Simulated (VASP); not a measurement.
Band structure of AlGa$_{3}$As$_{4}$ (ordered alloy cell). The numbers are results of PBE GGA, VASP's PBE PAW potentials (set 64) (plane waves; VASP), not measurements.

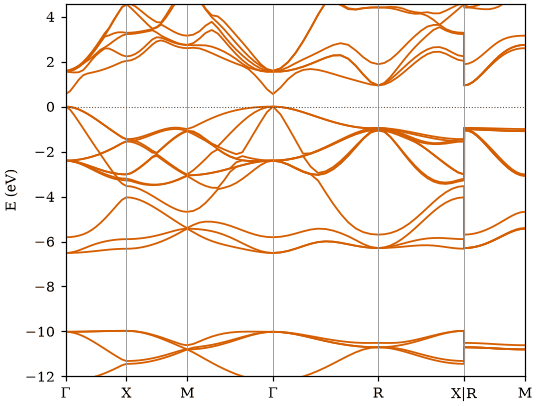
Fig. 1. Bands along high-symmetry lines, zero at the valence-band maximum or, without a gap, the Fermi level

Read the plot: is there a gap, and where are the band edges?

The gap is direct, 0.56 eV, from the valence maximum at Γ to the conduction minimum at Γ. (Edges off the drawn lines would not show.)

The structure was generated: AlGa3As4 was put into an ordered model structure (P-43m), which need not be its known phase. It was relaxed first.
